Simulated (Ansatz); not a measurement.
Run report: CH$_{5}$Si$_{2}$ (charge −1), geometry relaxation

The run: geometry relaxation of CH$_{5}$Si$_{2}$, charge −1, SMILES [CH-]=[SiH][SiH3]. Method and program: RKS PBE0-D4/def2-SVP (Ansatz 0.2.0).

It belongs to a series of runs on one base structure; here: end point B relaxed.

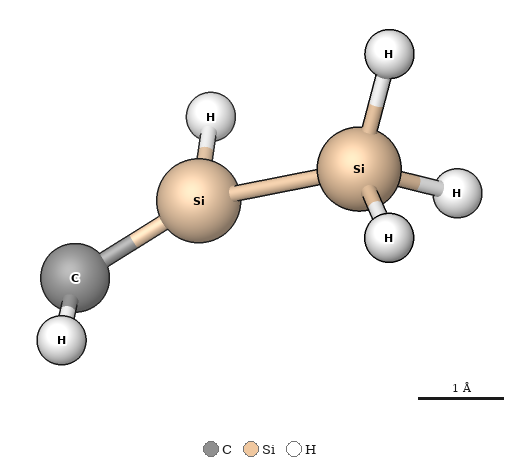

*The input geometry (ball-and-stick view, seen at a tilt).*

Bond lengths as drawn: C–H 1.11 Å, C–Si 1.74 Å, H–Si 1.50 to 1.53 Å and Si–Si 2.28 Å.

### Input
```yaml
crystal:
  periodic: [false, false, false]
  atoms:
    - { symbol: C, position_ang: [-1.70173, 1.06032, -1.60547] }
    - { symbol: Si, position_ang: [-0.2559, 0.73468, -0.69881] }
    - { symbol: Si, position_ang: [0.75075, -0.62649, 0.83448] }
    - { symbol: H, position_ang: [-2.54527, 0.35676, -1.42736] }
    - { symbol: H, position_ang: [0.85543, 1.74791, -1.00183] }
    - { symbol: H, position_ang: [0.06849, -1.84829, 1.38134] }
    - { symbol: H, position_ang: [1.35428, -0.0834, 2.09822] }
    - { symbol: H, position_ang: [1.95339, -1.24266, 0.1924] }
total_charge: -1
basis:
  gaussian: { orbitals: def2-SVP }
hamiltonian:
  xc: pbe0
  dispersion: d4
relax:
  f_tol: 0.015
  max_steps: 40
```

Command:
```bash
ansatz run input.yaml --threads 1 --pin off --max-ram 2048MiB --backend cpu --events-out ev --progress --plain --runs-dir out
```

### What the program printed
```
The last accepted step is kept in [file] (removed where the run ends without a failure and the disk answers)
Engine: ansatz 0.2.0, aarch64-unknown-linux-gnu
Functional definition: PBE0
  parameter a = 0.25
  parameter kappa = 0.804
  parameter beta = 0.06672455060314922
  exchange = (1 - a)*pbe_x(kappa = kappa, mu = beta*pi^2/3) + a*exact_x
  correlation = pbe_c(beta = beta)
788 factors; integrals over basis functions are off by at most 2.8e-4 eV
mean field evaluation 1: about -16850.0561 eV, gradient 4.6e1 eV
mean field evaluation 2: about -16788.5808 eV, gradient 1.1e2 eV
mean field evaluation 4: about -16856.8824 eV, gradient 5.1e0 eV
mean field evaluation 8: about -16856.9810 eV, gradient 2.3e-1 eV
mean field evaluation 16: about -16856.9812 eV, gradient 8.2e-5 eV
mean field -16856.98115226 eV, -619.4826312733 hartree, gradient 8.2e-5 eV, S^2 0.000000; 0 other end points of the search recorded, 0 dependent functions left out
the calculation of the forces begins
reference -16856.98117955 eV, -619.4826322762 hartree; 20, 20 occupied and 55, 55 virtual orbitals, 788 factors
relax step   1: F+E_penalty+E_count = -16857.15358110 eV  Δ(F+E_penalty+E_count) = +0.000e0 eV  max|allowed force component| = 1.213e0 eV/Å  Δτ_max = 0.0000 Å  (25 SCF iters, accepted)
these checks for a lower state are left out or cut short: starts, cluster_reference, orbital_swaps, neighbouring_geometries, increment
788 factors; integrals over basis functions are off by at most 3.0e-4 eV
mean field -16857.06570479 eV, -619.4857385216 hartree, gradient 7.5e-6 eV, S^2 0.000000; 0 other end points of the search recorded, 0 dependent functions left out
the calculation of the forces begins
reference -16857.06573219 eV, -619.4857395284 hartree; 20, 20 occupied and 55, 55 virtual orbitals, 788 factors
relax step   2: F+E_penalty+E_count = -16857.23864084 eV  Δ(F+E_penalty+E_count) = -8.506e-2 eV  max|allowed force component| = 7.259e-1 eV/Å  Δτ_max = 0.1928 Å  (29 SCF iters, accepted)
these checks for a lower state are left out or cut short: starts, cluster_reference, orbital_swaps, neighbouring_geometries, increment
788 factors; integrals over basis functions are off by at most 2.7e-4 eV
mean field -16857.11455865 eV, -619.4875338679 hartree, gradient 1.3e-5 eV, S^2 0.000000; 0 other end points of the search recorded, 0 dependent functions left out
the calculation of the forces begins
reference -16857.11458607 eV, -619.4875348754 hartree; 20, 20 occupied and 55, 55 virtual orbitals, 788 factors
relax step   3: F+E_penalty+E_count = -16857.28709645 eV  Δ(F+E_penalty+E_count) = -4.846e-2 eV  max|allowed force component| = 6.997e-1 eV/Å  Δτ_max = 0.1298 Å  (29 SCF iters, accepted)
these checks for a lower state are left out or cut short: starts, cluster_reference, orbital_swaps, neighbouring_geometries, increment
788 factors; integrals over basis functions are off by at most 2.8e-4 eV
mean field evaluation 32: about -16857.1468 eV, gradient 8.8e-2 eV
mean field -16857.14985391 eV, -619.4888309447 hartree, gradient 8.7e-6 eV, S^2 0.000000; 0 other end points of the search recorded, 0 dependent functions left out
the calculation of the forces begins
reference -16857.14988115 eV, -619.4888319459 hartree; 20, 20 occupied and 55, 55 virtual orbitals, 788 factors
relax step   4: F+E_penalty+E_count = -16857.32454025 eV  Δ(F+E_penalty+E_count) = -3.744e-2 eV  max|allowed force component| = 3.772e-1 eV/Å  Δτ_max = 0.1760 Å  (29 SCF iters, accepted)
these checks for a lower state are left out or cut short: starts, cluster_reference, orbital_swaps, neighbouring_geometries, increment
788 factors; integrals over basis functions are off by at most 2.7e-4 eV
mean field -16857.14739664 eV, -619.4887406417 hartree, gradient 5.0e-5 eV, S^2 0.000000; 0 other end points of the search recorded, 0 dependent functions left out
the calculation of the forces begins
reference -16857.14742386 eV, -619.4887416420 hartree; 20, 20 occupied and 55, 55 virtual orbitals, 788 factors
relax step   5: F+E_penalty+E_count = -16857.32197718 eV  Δ(F+E_penalty+E_count) = +2.563e-3 eV  max|allowed force component| = 1.803e-1 eV/Å  Δτ_max = 0.0786 Å  (25 SCF iters, rejected (line search))
these checks for a lower state are left out or cut short: starts, cluster_reference, orbital_swaps, neighbouring_geometries, increment
788 factors; integrals over basis functions are off by at most 2.8e-4 eV
mean field -16857.16046140 eV, -619.4892207627 hartree, gradient 4.1e-5 eV, S^2 0.000000; 0 other end points of the search recorded, 0 dependent functions left out
the calculation of the forces begins
reference -16857.16048863 eV, -619.4892217633 hartree; 20, 20 occupied and 55, 55 virtual orbitals, 788 factors
relax step   6: F+E_penalty+E_count = -16857.33513820 eV  Δ(F+E_penalty+E_count) = -1.060e-2 eV  max|allowed force component| = 7.583e-2 eV/Å  Δτ_max = 0.0393 Å  (25 SCF iters, accepted)
these checks for a lower state are left out or cut short: starts, cluster_reference, orbital_swaps, neighbouring_geometries, increment
788 factors; integrals over basis functions are off by at most 2.9e-4 eV
mean field -16857.16129164 eV, -619.4892512736 hartree, gradient 1.4e-5 eV, S^2 0.000000; 0 other end points of the search recorded, 0 dependent functions left out
the calculation of the forces begins
reference -16857.16131887 eV, -619.4892522743 hartree; 20, 20 occupied and 55, 55 virtual orbitals, 788 factors
relax step   7: F+E_penalty+E_count = -16857.33581563 eV  Δ(F+E_penalty+E_count) = -6.774e-4 eV  max|allowed force component| = 5.574e-3 eV/Å  Δτ_max = 0.0139 Å  (24 SCF iters, accepted)
788 factors; integrals over basis functions are off by at most 2.9e-4 eV
mean field evaluation 64: about -16857.1613 eV, gradient 1.9e-2 eV
```

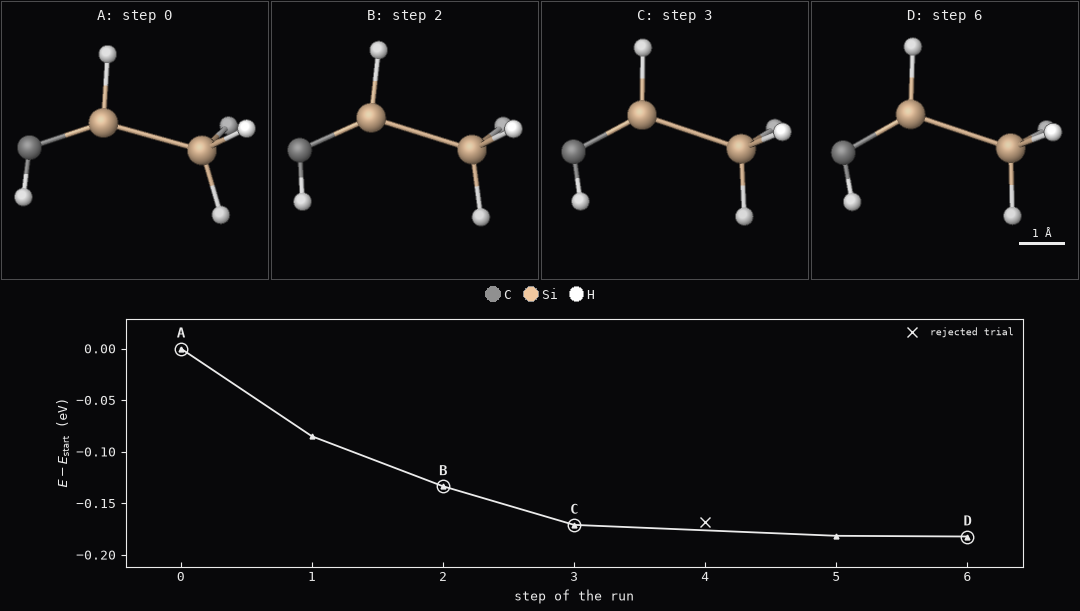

*Frames of the relaxation (ball-and-stick view, seen on its broad side) above the curves, on which the letters mark them (the first geometry is step 0 here and step 1 in the log).*

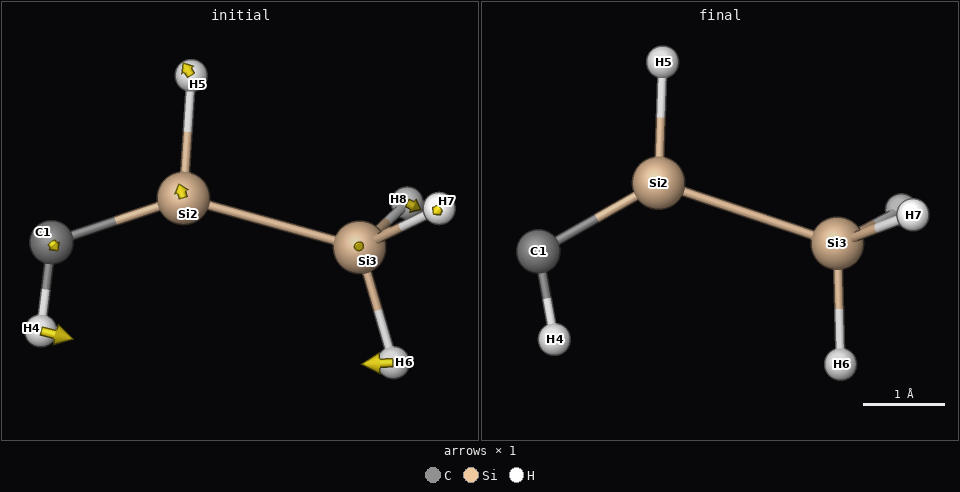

*Before (left) and after (right) the relaxation, at one scale (ball-and-stick view, seen on its broad side). The yellow arrows give the displacements, at true length.*

The atom that moves furthest after the best rigid fit is H4 (0.43 Å). Largest moves by element: H 0.43 Å, Si 0.20 Å, C 0.15 Å. Among the contacts that change: Si2–Si3 2.284 → 2.360 Å, Si2–H5 1.534 → 1.510 Å, Si3–H7 1.502 → 1.518 Å, C1–Si2 1.737 → 1.729 Å. Among the angles that change: C1–Si2–Si3 146.0° → 131.8°, Si2–Si3–H6 121.9° → 110.2°, C1–Si2–H5 112.1° → 121.5°. Over 6 geometry steps the energy falls by 0.182 eV. Largest force component: 1.2 eV/Å at the start, 0.0056 eV/Å at the end. The line search rejected the trial step at point 4 (counted from 0) and went back. (Atoms are counted from 1 in the order of the input.)

```
mean field -16857.16129164 eV, -619.4892512736 hartree, gradient 1.4e-5 eV, S^2 0.000000; 1 other end points of the search recorded, 0 dependent functions left out
the calculation of the forces begins
reference -16857.16131887 eV, -619.4892522743 hartree; 20, 20 occupied and 55, 55 virtual orbitals, 788 factors
Total energy: -16857.33584286 eV, -619.4956659126 hartree
Atom 0 at    -1.737338     0.968540    -1.497004 Å, force     0.000381    -0.002586     0.003485 eV/Å
Atom 1 at    -0.165098     0.891962    -0.781719 Å, force     0.004760     0.002492    -0.001744 eV/Å
Atom 2 at     0.790708    -0.623080     0.754767 Å, force    -0.005059     0.001886    -0.004766 eV/Å
Atom 3 at    -2.356460     0.120648    -1.118223 Å, force    -0.000379     0.000251    -0.001358 eV/Å
Atom 4 at     0.899568     1.913330    -1.105364 Å, force    -0.001789    -0.000026     0.001121 eV/Å
Atom 5 at    -0.203806    -1.701148     1.112404 Å, force     0.005574     0.001817     0.001944 eV/Å
Atom 6 at     1.232566    -0.076545     2.100529 Å, force    -0.000100    -0.003439    -0.002924 eV/Å
Atom 7 at     2.019298    -1.394877     0.307580 Å, force    -0.003388    -0.000396     0.004242 eV/Å
Dipole moment:     0.640499    -0.475236     0.625361 e Å
```

### Trajectory as extended XYZ (Å, eV, eV/Å), 7 frames, from step=1 to step=7
```
8
Properties=species:S:1:pos:R:3:forces:R:3 step=1 energy=-16857.15358
C    -1.7017    1.0603   -1.6055    0.0972  -0.2365   0.1483
Si   -0.2559    0.7347   -0.6988   -0.4945   1.2130  -0.9254
Si    0.7508   -0.6265    0.8345    0.3746  -0.7122   0.4402
H    -2.5453    0.3568   -1.4274   -0.0031  -0.0816   0.1253
H     0.8554    1.7479   -1.0018   -0.0170  -0.3095   0.2373
H     0.0685   -1.8483    1.3813   -0.3469  -0.0649  -0.0758
H     1.3543   -0.0834    2.0982    0.0353   0.3308   0.1751
H     1.9534   -1.2427    0.1924    0.3544  -0.1392  -0.1251
8
Properties=species:S:1:pos:R:3:forces:R:3 step=2 energy=-16857.23864
C    -1.6968    0.9457   -1.6513   -0.1379   0.0038   0.7259
Si   -0.2310    0.8433   -0.7057   -0.4837   0.1309  -0.4280
Si    0.7808   -0.6536    0.7944   -0.1320  -0.0765   0.1843
H    -2.5359    0.2935   -1.2464    0.6929   0.0656  -0.3436
H     0.9235    1.8032   -0.9630   -0.0994  -0.1455  -0.1459
H    -0.0829   -1.8189    1.2656    0.1408   0.2034  -0.0721
H     1.3038   -0.0115    2.0684    0.0095  -0.1169   0.0247
H     2.0180   -1.3028    0.2109    0.0099  -0.0647   0.0546
8
Properties=species:S:1:pos:R:3:forces:R:3 step=3 energy=-16857.28710
C    -1.7470    1.0335   -1.5699   -0.1209  -0.6997   0.4443
Si   -0.2215    0.8530   -0.7334   -0.3993   0.0696  -0.2765
Si    0.7828   -0.6459    0.7944   -0.0893  -0.0773   0.0086
H    -2.4882    0.2082   -1.2648    0.6922   0.6692  -0.1493
H     0.9376    1.7923   -1.0222   -0.1502   0.0062  -0.0110
H    -0.1011   -1.8012    1.2391    0.1062   0.1531  -0.0450
H     1.2890   -0.0303    2.0896   -0.0395  -0.0670  -0.0312
H     2.0278   -1.3108    0.2402    0.0009  -0.0541   0.0601
8
Properties=species:S:1:pos:R:3:forces:R:3 step=4 energy=-16857.32454
C    -1.7174    0.9768   -1.5043    0.0361  -0.0599   0.0724
Si   -0.1595    0.8751   -0.7503   -0.3772   0.0467  -0.2172
Si    0.7874   -0.6352    0.7694   -0.0731   0.0284  -0.0218
H    -2.3761    0.1505   -1.1420    0.0298   0.0102   0.0071
H     0.8902    1.8849   -1.1118    0.1911   0.0682   0.0409
H    -0.1855   -1.7322    1.1382    0.0435   0.0370  -0.0177
H     1.2230   -0.0604    2.0996    0.0645  -0.0465   0.0718
H     2.0172   -1.3608    0.2742    0.0853  -0.0840   0.0647
8
Properties=species:S:1:pos:R:3:forces:R:3 step=5 energy=-16857.32198 accepted=F
C    -1.7558    0.9891   -1.5270    0.0553   0.0010   0.0259
Si   -0.2007    0.8836   -0.7764    0.1629   0.0054   0.0390
Si    0.7854   -0.6129    0.7481   -0.1059  -0.1534   0.0931
H    -2.3494    0.1340   -1.1274   -0.1364  -0.0506  -0.0147
H     0.9230    1.8459   -1.0520    0.0036   0.1803  -0.1213
H    -0.1768   -1.7109    1.1315   -0.0089  -0.0278   0.0185
H     1.2372   -0.0607    2.0879    0.0059   0.0298  -0.0143
H     2.0166   -1.3693    0.2882    0.0235   0.0153  -0.0261
8
Properties=species:S:1:pos:R:3:forces:R:3 step=6 energy=-16857.33514
C    -1.7343    0.9711   -1.4982    0.0034  -0.0143   0.0147
Si   -0.1644    0.8879   -0.7763   -0.0758  -0.0094  -0.0301
Si    0.7881   -0.6253    0.7568   -0.0061   0.0046  -0.0119
H    -2.3568    0.1258   -1.1183   -0.0035   0.0027  -0.0037
H     0.9008    1.9016   -1.1035    0.0539   0.0442  -0.0065
H    -0.2019   -1.7082    1.1147    0.0207   0.0071   0.0030
H     1.2277   -0.0699    2.0990    0.0093  -0.0212   0.0081
H     2.0203   -1.3841    0.2988   -0.0020  -0.0136   0.0265
8
Properties=species:S:1:pos:R:3:forces:R:3 step=7 energy=-16857.33582
C    -1.7373    0.9685   -1.4970    0.0004  -0.0026   0.0035
Si   -0.1651    0.8920   -0.7817    0.0048   0.0025  -0.0017
Si    0.7907   -0.6231    0.7548   -0.0051   0.0019  -0.0048
H    -2.3565    0.1206   -1.1182   -0.0004   0.0003  -0.0014
H     0.8996    1.9133   -1.1054   -0.0018   0.0000   0.0011
H    -0.2038   -1.7011    1.1124    0.0056   0.0018   0.0019
H     1.2326   -0.0765    2.1005   -0.0001  -0.0034  -0.0029
H     2.0193   -1.3949    0.3076   -0.0034  -0.0004   0.0042
```

### Results in brief

```json
{"quantity": "outcome", "value": "converged"}
{"quantity": "total energy", "value": "−16857.3358 eV"}
{"quantity": "mean-field energy", "value": "−16857.1613 eV"}
{"quantity": "largest force (length of the vector) at the end", "value": "0.007 eV/Å"}
{"quantity": "hardware", "value": "1 thread of Arm Neoverse V1, 24 GiB of memory available, shared host"}
{"quantity": "wall time", "value": "18 s"}
{"quantity": "peak memory", "value": "0.14 GiB"}
```
